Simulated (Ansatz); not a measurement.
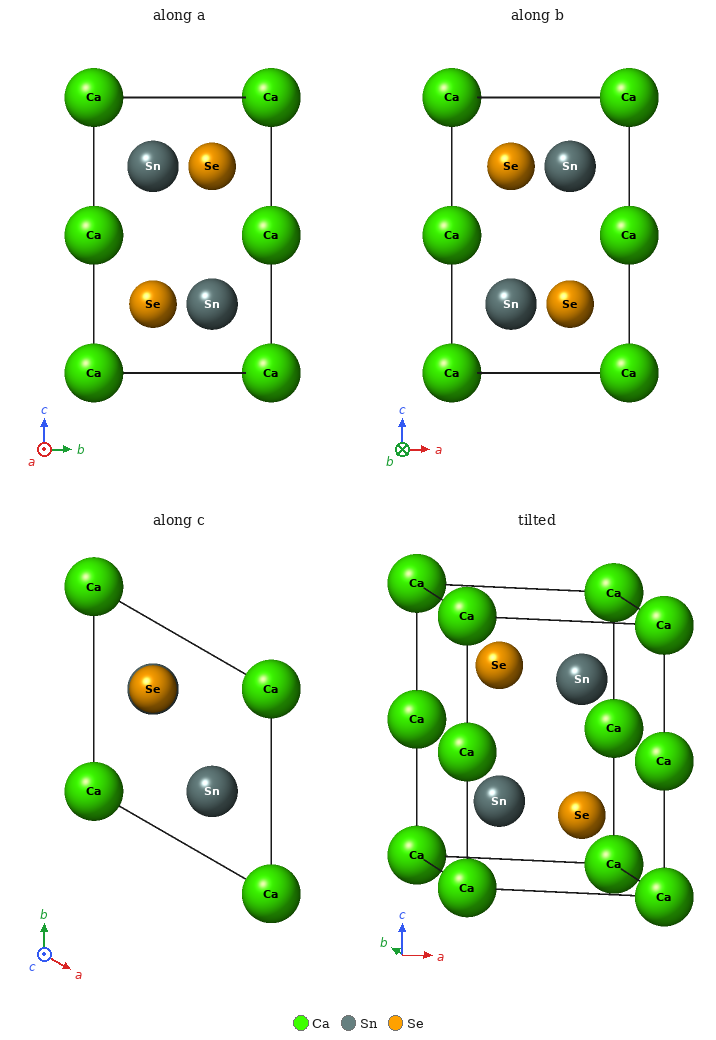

The figure gives a spheres-only picture of the atoms, viewed along the a axis, along the b axis, along the c axis and slightly off an axis. Atoms at the boundary of the conventional unit cell (the box) are drawn once for each face, edge or corner they touch.

Lattice parameters: a = 5.1940 Å, b = 5.1940 Å, c = 6.9870 Å, α = 90.000°, β = 90.000°, γ = 120.000°.

Write down what is shown as a CIF in P1 with every atom of the cell.

```cif
data_structure
_symmetry_space_group_name_H-M 'P 1'
_symmetry_Int_Tables_number 1
_cell_length_a 5.1940
_cell_length_b 5.1940
_cell_length_c 6.9870
_cell_angle_alpha 90.000
_cell_angle_beta 90.000
_cell_angle_gamma 120.000
_cell_volume 163.24
loop_
_atom_site_label
_atom_site_type_symbol
_atom_site_fract_x
_atom_site_fract_y
_atom_site_fract_z
_atom_site_occupancy
Ca1 Ca 0.0000 0.0000 0.0000 1
Ca2 Ca 0.0000 0.0000 0.5000 1
Sn1 Sn 0.3333 0.6667 0.2500 1
Sn2 Sn 0.6667 0.3333 0.7500 1
Se1 Se 0.6667 0.3333 0.2500 1
Se2 Se 0.3333 0.6667 0.7500 1
```

Provenance: a structure type filled with these elements by a generator (whether the compound takes this form wasn't checked). The geometry was optimised with DFT PBE, scalar-relativistic, plane waves, PAW in Ansatz 0.2.0.
